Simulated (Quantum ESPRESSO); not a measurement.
**Collinear magnetic orders of InNi2SbO6 with Quantum ESPRESSO**

A self-consistent run ends on one state, which hangs on the start. Several orders of InNi2SbO6 are started in Quantum ESPRESSO and their energies compared.

Main program and level: Quantum ESPRESSO 7.5; PBEsol with U = 6 eV on Ni d (ortho-atomic projectors); plane waves with GBRV 1.5 PBEsol potentials, no spin-orbit coupling.

**Measured values to reproduce.**

“Field-induced magnetic structures in the chiral polar antiferromagnet Ni2InSbO6” (2023, arxiv:2307.09082) quotes from earlier work for Ni2InSbO6, corundum-related ordered chiral polar structure (bulk crystal): moment (ordered Ni2+ moment in the helical phase) 1.89 μB [Literature value from earlier neutron diffraction; long-wavelength helical order …].

**1. Starting point**

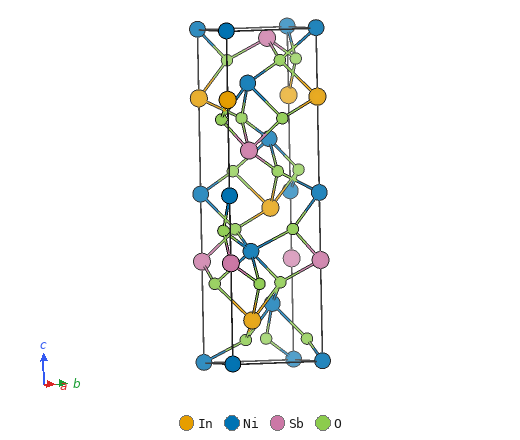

The starting structure, seen slightly off an axis (indium orange, nickel blue, antimony pink, oxygen green). This picture shows the conventional cell, with its axes. Bonds to atoms that aren't drawn are left out. Some periodic images of atoms are drawn too.

The cell comes from Materials Project 2023-11-01, a database of computed structures, and need not be the stable phase.

**2. Run 1 (ferro ++)**

The signs are those of the starting moments on the seeded atoms, the atoms that are given a moment.

pw.in reads:

```
&CONTROL
  calculation = 'scf'
  prefix = 'pwscf'
  outdir = './tmp'
  pseudo_dir = './pseudo'
  disk_io = 'nowf'
/
&SYSTEM
  ibrav = 0
  celldm(1) = 8
  nat = 10
  ntyp = 4
  ecutwfc = 40
  ecutrho = 280
  nbnd = 66
  occupations = 'smearing'
  smearing = 'fd'
  degauss = 0.00367493
  nspin = 2
  starting_magnetization(1) = 0
  starting_magnetization(2) = 0.1111
  starting_magnetization(3) = 0
  starting_magnetization(4) = 0
/
&ELECTRONS
  conv_thr = 2d-08
  electron_maxstep = 150
  mixing_beta = 0.3
/
ATOMIC_SPECIES
In    114.8180 in_pbesol_v1.4.uspp.F.UPF
Ni     58.6934 ni_pbesol_v1.4.uspp.F.UPF
Sb    121.7600 sb_pbesol_v1.4.uspp.F.UPF
O      15.9990 o_pbesol_v1.2.uspp.F.UPF
CELL_PARAMETERS alat
   0.6243546544384    0.3604713278128    1.1212377622045
  -0.6243546544384    0.3604713278128    1.1212377622045
   0.0000000000000   -0.7209426556257    1.1212377622045
ATOMIC_POSITIONS crystal
In      0.2056830000    0.2056830000    0.2056830000
Ni      0.9983680000    0.9983680000    0.9983680000
Ni      0.4931743300    0.4931743300    0.4931743300
Sb      0.6959510000    0.6959510000    0.6959510000
O       0.7864580000    0.0838620000    0.4128670000
O       0.0838620000    0.4128670000    0.7864580000
O       0.4128670000    0.7864580000    0.0838620000
O       0.3021400000    0.8828500000    0.6150450000
O       0.8828500000    0.6150450000    0.3021400000
O       0.6150450000    0.3021400000    0.8828500000
K_POINTS automatic
6 6 6 0 0 0
HUBBARD {ortho-atomic}
U Ni-3d 6.0000
```

Run with:

```
OMP_NUM_THREADS=1 mpirun -n 4 pw.x -nk 4 -in pw.in > pw.out
```

The log of the run:

```text
Program PWSCF v.7.5 starts

     Message from routine setup:
     using ibrav=0 with symmetry is DISCOURAGED, use correct ibrav instead

     K-points division:     npool     =       4
     Subspace diagonalization in iterative solution of the eigenvalue problem:

     G-vector sticks info
     --------------------
     sticks:   dense  smooth     PW     G-vecs:    dense   smooth      PW
     Sum        2109    1197    359                61349    26491    4387

     Using Slab Decomposition

     bravais-lattice index     =            0
     lattice parameter (alat)  =       8.0000  a.u.
     unit-cell volume          =     775.2129 (a.u.)^3
     number of atoms/cell      =           10
     number of atomic types    =            4
     number of electrons       =       100.00
     number of Kohn-Sham states=           66
     kinetic-energy cutoff     =      40.0000  Ry
     charge density cutoff     =     280.0000  Ry
     scf convergence threshold =      2.0E-08
     mixing beta               =       0.3000
     number of iterations used =            8  plain     mixing
     Exchange-correlation= SLA  PW   PSX  PSC
                           (   1   4  10   8   0   0   0)
     Hubbard projectors: ortho-atomic
     Hubbard parameters of DFT+U (Dudarev formulation) in eV:
     U(Ni-3d) =  6.0000

     Internal variables: lda_plus_u =T, lda_plus_u_kind = 0

     Internal variables: orbital_resolved =F, hub_pot_fix =F, apply_U = F

     celldm(1)=   8.000000  celldm(2)=   0.000000  celldm(3)=   0.000000
     celldm(4)=   0.000000  celldm(5)=   0.000000  celldm(6)=   0.000000

     crystal axes: (cart. coord. in units of alat)
               a(1) = (   0.624355   0.360471   1.121238 )
               a(2) = (  -0.624355   0.360471   1.121238 )
               a(3) = (   0.000000  -0.720943   1.121238 )

     reciprocal axes: (cart. coord. in units 2 pi/alat)
               b(1) = (  0.800827  0.462358  0.297290 )
               b(2) = ( -0.800827  0.462358  0.297290 )
               b(3) = (  0.000000 -0.924715  0.297290 )

     PseudoPot. # 1 for In read from file:
     in_pbesol_v1.4.uspp.F.UPF
     Pseudo is Ultrasoft + core correction, Zval = 13.0
     Generated by new atomic code, or converted to UPF format
     Using radial grid of  889 points,  6 beta functions with:
                l(1) =   0
                l(2) =   0
                l(3) =   1
                l(4) =   1
                l(5) =   2
                l(6) =   2
     Q(r) pseudized with  6 coefficients,  rinner =    1.400   1.400   1.400
                                                       1.400   1.400

     PseudoPot. # 2 for Ni read from file:
     ni_pbesol_v1.4.uspp.F.UPF
     Pseudo is Ultrasoft + core correction, Zval = 18.0
     Generated by new atomic code, or converted to UPF format
     Using radial grid of  865 points,  6 beta functions with:
                l(1) =   0
                l(2) =   0
                l(3) =   1
                l(4) =   1
                l(5) =   2
                l(6) =   2
     Q(r) pseudized with 10 coefficients,  rinner =    0.980   0.980   0.980
                                                       0.980   0.980

     PseudoPot. # 3 for Sb read from file:
     sb_pbesol_v1.4.uspp.F.UPF
     Pseudo is Ultrasoft + core correction, Zval = 15.0
     Generated by new atomic code, or converted to UPF format
     Using radial grid of  891 points,  6 beta functions with:
                l(1) =   0
                l(2) =   0
                l(3) =   1
                l(4) =   1
                l(5) =   2
                l(6) =   2
     Q(r) pseudized with  8 coefficients,  rinner =    1.350   1.350   1.350
                                                       1.350   1.350

     PseudoPot. # 4 for O  read from file:
     o_pbesol_v1.2.uspp.F.UPF
     Pseudo is Ultrasoft + core correction, Zval =  6.0
     Generated by new atomic code, or converted to UPF format
     Using radial grid of  737 points,  5 beta functions with:
                l(1) =   0
                l(2) =   0
                l(3) =   1
                l(4) =   1
                l(5) =   2
     Q(r) pseudized with  8 coefficients,  rinner =    0.900   0.900   0.900
                                                       0.900   0.900

     atomic species   valence    mass     pseudopotential
     In               13.00   114.81800     In( 1.00)
     Ni               18.00    58.69340     Ni( 1.00)
     Sb               15.00   121.76000     Sb( 1.00)
     O                 6.00    15.99900     O ( 1.00)

     Starting magnetic structure
     atomic species   magnetization
     In              0.000
     Ni              0.111
     Sb              0.000
     O               0.000

      3 Sym. Ops. (no inversion) found

   Cartesian axes

     site n.     atom                  positions (alat units)
         1        In     tau(   1) = (  -0.0000000  -0.0000000   0.6918586  )
         2        Ni     tau(   2) = (  -0.0000000  -0.0000000   3.3582237  )
         3        Ni     tau(   3) = (  -0.0000000  -0.0000000   1.6588970  )
         4        Sb     tau(   4) = (   0.0000000  -0.0000000   2.3409796  )
         5        O      tau(   5) = (   0.4386691   0.0160720   1.4387577  )
         6        O      tau(   6) = (  -0.2054158  -0.3879346   1.4387577  )
         7        O      tau(   7) = (  -0.2332533   0.3718626   1.4387577  )
         8        O      tau(   8) = (  -0.3625690  -0.0162573   2.0182672  )
         9        O      tau(   9) = (   0.1672053   0.3221226   2.0182672  )
        10        O      tau(  10) = (   0.1953637  -0.3058653   2.0182672  )

     number of k points=    40  Fermi-Dirac smearing, width (Ry)=  0.0037
                       cart. coord. in units 2pi/alat
        k(    1) = (   0.0000000   0.0000000   0.0000000), wk =   0.0046296
        k(    2) = (   0.0000000  -0.1541192   0.0495484), wk =   0.0277778
        k(    3) = (   0.0000000  -0.3082384   0.0990968), wk =   0.0277778
        k(    4) = (   0.0000000   0.4623576  -0.1486452), wk =   0.0138889
        k(    5) = (  -0.1334711  -0.0770596   0.0990968), wk =   0.0277778
        [... 35 further k-points ...]

     Dense  grid:    61349 G-vectors     FFT dimensions: (  60,  60,  60)

     Smooth grid:    26491 G-vectors     FFT dimensions: (  45,  45,  45)

     Check: negative core charge=   -0.000007
     Generating pointlists ...
     new r_m :   0.2073 (alat units)  1.6584 (a.u.) for type    1
     new r_m :   0.1999 (alat units)  1.5992 (a.u.) for type    2
     new r_m :   0.1953 (alat units)  1.5627 (a.u.) for type    3
     new r_m :   0.1953 (alat units)  1.5627 (a.u.) for type    4

     Initial potential from superposition of free atoms

     starting charge      93.5000, renormalised to     100.0000

     STARTING HUBBARD OCCUPATIONS:

     =================== HUBBARD OCCUPATIONS ===================
     ------------------------ ATOM    2 ------------------------
     Tr[ns(  2)] (up, down, total) =   5.00000  3.00000  8.00000
     Atomic magnetic moment for atom   2 =   2.00000
     [... lines left out ...]
     ------------------------ ATOM    3 ------------------------
     Tr[ns(  3)] (up, down, total) =   5.00000  3.00000  8.00000
     Atomic magnetic moment for atom   3 =   2.00000
     [... lines left out ...]
     Number of occupied Hubbard levels =   16.0000

     Atomic wfc used for Hubbard projectors are orthogonalized

     Starting wfcs are   68 randomized atomic wfcs

     Self-consistent Calculation

     iteration #  1     ecut=    40.00 Ry     beta= 0.30
     Davidson diagonalization with overlap
     ethr =  1.00E-02,  avg # of iterations =  4.1

     =================== HUBBARD OCCUPATIONS ===================
     ------------------------ ATOM    2 ------------------------
     Tr[ns(  2)] (up, down, total) =   2.56501  0.25983  2.82484
     Atomic magnetic moment for atom   2 =   2.30517
     [... lines left out ...]
     ------------------------ ATOM    3 ------------------------
     Tr[ns(  3)] (up, down, total) =   2.77850  0.28899  3.06749
     Atomic magnetic moment for atom   3 =   2.48951
     [... lines left out ...]
     Number of occupied Hubbard levels =    5.8923

     total energy              =   -1174.30809767 Ry
     estimated scf accuracy    <      66.62368294 Ry

     total magnetization       =     5.45 Bohr mag/cell
     absolute magnetization    =     5.71 Bohr mag/cell

     iteration #  2     ecut=    40.00 Ry     beta= 0.30
     Davidson diagonalization with overlap
     ethr =  1.00E-02,  avg # of iterations =  3.0

     total energy              =   -1194.96281485 Ry
     estimated scf accuracy    <      40.19499011 Ry

     total magnetization       =     0.13 Bohr mag/cell
     absolute magnetization    =     0.41 Bohr mag/cell

     iteration #  3     ecut=    40.00 Ry     beta= 0.30
     Davidson diagonalization with overlap
     ethr =  1.00E-02,  avg # of iterations =  2.0

     total energy              =   -1194.93389718 Ry
     estimated scf accuracy    <       9.28072119 Ry

     total magnetization       =     1.45 Bohr mag/cell
     absolute magnetization    =     1.45 Bohr mag/cell

     [... further iterations left out ...]

     iteration # 19     ecut=    40.00 Ry     beta= 0.30
     Davidson diagonalization with overlap
     ethr =  1.50E-10,  avg # of iterations =  1.0

     total energy              =   -1197.11050404 Ry
     estimated scf accuracy    <       0.00000010 Ry

     total magnetization       =     4.00 Bohr mag/cell
     absolute magnetization    =     4.07 Bohr mag/cell

     iteration # 20     ecut=    40.00 Ry     beta= 0.30
     Davidson diagonalization with overlap
     ethr =  1.02E-10,  avg # of iterations =  1.8

     total energy              =   -1197.11050429 Ry
     estimated scf accuracy    <       0.00000006 Ry

     total magnetization       =     4.00 Bohr mag/cell
     absolute magnetization    =     4.07 Bohr mag/cell

     iteration # 21     ecut=    40.00 Ry     beta= 0.30
     Davidson diagonalization with overlap
     ethr =  6.18E-11,  avg # of iterations =  2.0

     total energy              =   -1197.11050445 Ry
     estimated scf accuracy    <       0.00000003 Ry

     total magnetization       =     4.00 Bohr mag/cell
     absolute magnetization    =     4.07 Bohr mag/cell

     iteration # 22     ecut=    40.00 Ry     beta= 0.30
     Davidson diagonalization with overlap
     ethr =  3.35E-11,  avg # of iterations =  2.0

     Magnetic moment per site  (integrated on atomic sphere of radius R)
     atom   1 (R=0.207)  charge=  9.3053  magn=  0.0001
     atom   2 (R=0.200)  charge= 15.5109  magn=  1.7074
     atom   3 (R=0.200)  charge= 15.4964  magn=  1.7109
     atom   4 (R=0.195)  charge= 10.0941  magn=  0.0005
     atom   5 (R=0.195)  charge=  5.4773  magn=  0.0706
     atom   6 (R=0.195)  charge=  5.4773  magn=  0.0706
     atom   7 (R=0.195)  charge=  5.4773  magn=  0.0706
     atom   8 (R=0.195)  charge=  5.4962  magn=  0.0764
     atom   9 (R=0.195)  charge=  5.4962  magn=  0.0764
     atom  10 (R=0.195)  charge=  5.4962  magn=  0.0764

     End of self-consistent calculation

     =================== HUBBARD OCCUPATIONS ===================
     ------------------------ ATOM    2 ------------------------
     Tr[ns(  2)] (up, down, total) =   4.97708  3.23991  8.21699
     Atomic magnetic moment for atom   2 =   1.73717
     [... lines left out ...]
     ------------------------ ATOM    3 ------------------------
     Tr[ns(  3)] (up, down, total) =   4.97753  3.23089  8.20842
     Atomic magnetic moment for atom   3 =   1.74664
     [... lines left out ...]
     Number of occupied Hubbard levels =   16.4254

     [... lines left out ...]
     the Fermi energy is    10.3429 ev

!    total energy              =   -1197.11050473 Ry
     estimated scf accuracy    <       0.00000001 Ry
     smearing contrib. (-TS)   =      -0.00000005 Ry
     internal energy E=F+TS    =   -1197.11050468 Ry

     The total energy is F=E-TS. E is the sum of the following terms:
     one-electron contribution =    -672.06929679 Ry
     hartree contribution      =     399.27300516 Ry
     xc contribution           =    -194.84761756 Ry
     ewald contribution        =    -729.59168876 Ry
     Hubbard energy            =       0.12509327 Ry

     total magnetization       =     4.00 Bohr mag/cell
     absolute magnetization    =     4.07 Bohr mag/cell

     convergence has been achieved in  22 iterations

=------------------------------------------------------------------------------=
   JOB DONE.
=------------------------------------------------------------------------------=
```

Elapsed: 3.5 min, on 4 MPI ranks of Arm Neoverse V2, shared host; peak memory 0.99 GiB; 14 min of CPU time.

Spin moment in the atom's sphere by atom:

```
atom  spin moment in the atom's sphere (μB)
 In1                                   0.00
 Ni2                                   1.71
 Ni3                                   1.71
 Sb4                                   0.00
  O5                                   0.07
  O6                                   0.07
  O7                                   0.07
  O8                                   0.08
  O9                                   0.08
 O10                                   0.08
```

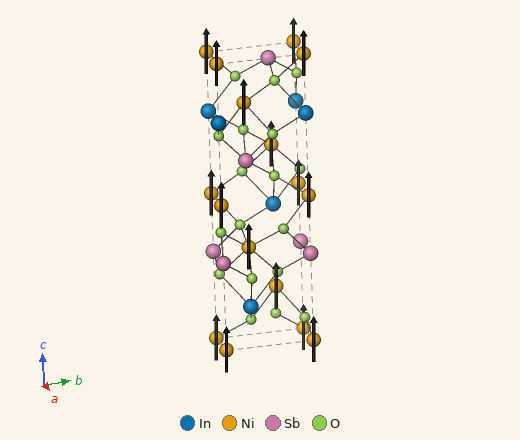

Spin moment in the atom's sphere as arrows, the longest 1.71 μB. Up and down stand for the sign. Arrows give size and sign along the axis of quantisation, drawn up and down the page. Bonds to atoms that aren't drawn are left out. Some periodic images of atoms are drawn too.

This step gave:

- smearing term TS: 7.30e-7 eV
- magnetization: 4 μB
- absolute magnetization: 4.073 μB
- final state: ferromagnetic

[end of part 1 of 3]

[Logs and program files are shortened in this print: banners, set-up blocks, solver, clock and traceback lines can be left out without a mark of their own.]

[Logs are printed without paths, hosts, clocks, repeated set-up lines and the standing remarks that a program may print on its own settings, such as how far it seeks lower states.]

[Hosts, paths, dates, database ids (printed as entryN), source tags and the programs' standing remarks are cut or masked in the printed files.]

[Where a cell is said to come from a database of computed structures, the database is the Materials Project.]
